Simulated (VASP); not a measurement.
Band structure of SiW (space group P6/mmm). Level of theory: PBE GGA, VASP's PBE PAW potentials (set 64) (plane waves; VASP).

Unless said otherwise, spin-orbit coupling is left out, though it shifts the bands of the heavy elements here.

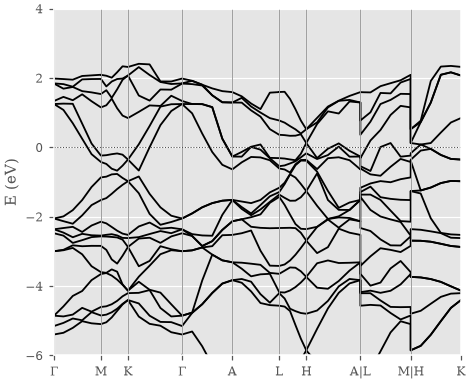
Figure. Bands along high-symmetry lines, zero at the valence-band maximum or, without a gap, the Fermi level

Problem. Read the plot: is there a gap, and where are the band edges?

Solution. It has no gap at this level: it comes out as a metal or semimetal.

The structure was generated: SiW was put into an ordered model structure, which need not be its known phase. The cell was not relaxed at this level.
